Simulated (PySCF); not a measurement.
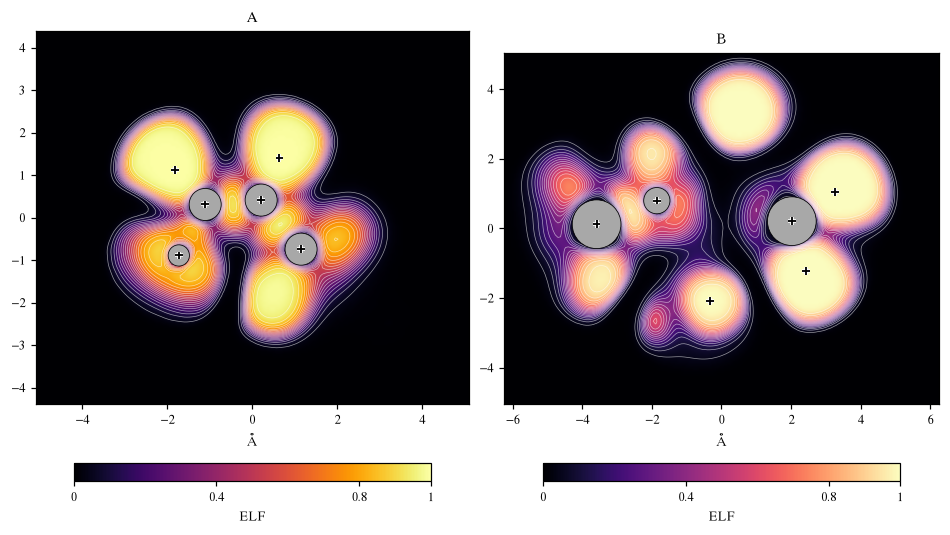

The electron localisation function of 2 systems, each on a plane through atoms (crosses mark nuclei in the plane; grey discs cover the cores).

Level of theory: PBE0/pcSseg-1, SCF density, gas phase, non-relativistic (PySCF).

System 1: C3H16Si4, the plane of atoms H18, Si6 and H19. Geometry: PBE0-D3(BJ)/def2-SVP.

```yaml
atoms:
  - { symbol: C, position_ang: [0.9658, -1.9123, 0.7965] }
  - { symbol: Si, position_ang: [0.4798, -0.0987, 0.7233] }
  - { symbol: C, position_ang: [1.0827, 0.6921, -0.8770] }
  - { symbol: Si, position_ang: [2.9221, 0.5216, -1.2236] }
  - { symbol: C, position_ang: [-1.3972, 0.1047, 0.8756] }
  - { symbol: Si, position_ang: [-2.3633, -1.0724, -0.2311] }
  - { symbol: Si, position_ang: [-1.9335, 1.8891, 0.6012] }
  - { symbol: H, position_ang: [2.0606, -2.0225, 0.8447] }
  - { symbol: H, position_ang: [0.6135, -2.4580, -0.0935] }
  - { symbol: H, position_ang: [0.5368, -2.3997, 1.6857] }
  - { symbol: H, position_ang: [1.1103, 0.6275, 1.8731] }
  - { symbol: H, position_ang: [0.8415, 1.7698, -0.8548] }
  - { symbol: H, position_ang: [0.5253, 0.2610, -1.7273] }
  - { symbol: H, position_ang: [3.3131, 1.2767, -2.4540] }
  - { symbol: H, position_ang: [3.2884, -0.9152, -1.4238] }
  - { symbol: H, position_ang: [3.7219, 1.0479, -0.0738] }
  - { symbol: H, position_ang: [-1.6568, -0.1508, 1.9208] }
  - { symbol: H, position_ang: [-2.2613, -2.4802, 0.2626] }
  - { symbol: H, position_ang: [-3.8113, -0.6967, -0.2837] }
  - { symbol: H, position_ang: [-1.8250, -1.0250, -1.6269] }
  - { symbol: H, position_ang: [-3.2906, 2.1284, 1.1810] }
  - { symbol: H, position_ang: [-0.9690, 2.8451, 1.2321] }
  - { symbol: H, position_ang: [-1.9901, 2.1894, -0.8638] }
```

System 2: C3H6F2Si (SMILES F/C=C\C[SiH2]F), the plane of atoms C2, C3 and C4. Geometry: GFN2-xTB.

| atom | x (Å) | y (Å) | z (Å) |
| --- | --- | --- | --- |
| F | 1.9525 | 1.5538 | -0.3637 |
| C | 1.9285 | 0.3991 | 0.3378 |
| C | 0.9802 | -0.5033 | 0.1621 |
| C | -0.1675 | -0.3532 | -0.7738 |
| Si | -1.7342 | 0.2070 | 0.1602 |
| F | -2.0403 | -0.9355 | 1.2569 |
| H | 2.7626 | 0.3268 | 1.0179 |
| H | 1.0174 | -1.3983 | 0.7627 |
| H | 0.0779 | 0.3773 | -1.5438 |
| H | -0.3609 | -1.3074 | -1.2658 |
| H | -2.8987 | 0.2170 | -0.7120 |
| H | -1.5162 | 1.4159 | 0.9355 |

Question: Which map belongs to which system?

Answer: Panel A is system 2, C3H6F2Si: the plane holds F, C and H. C–C (1.32 Å): the ELF peaks at about 0.90 between the atoms (a multiple bond). Panel B is system 1, C3H16Si4: the plane holds C, Si and H. C–Si (1.88 Å): the ELF peaks at about 0.95 between the atoms: a shared electron pair.
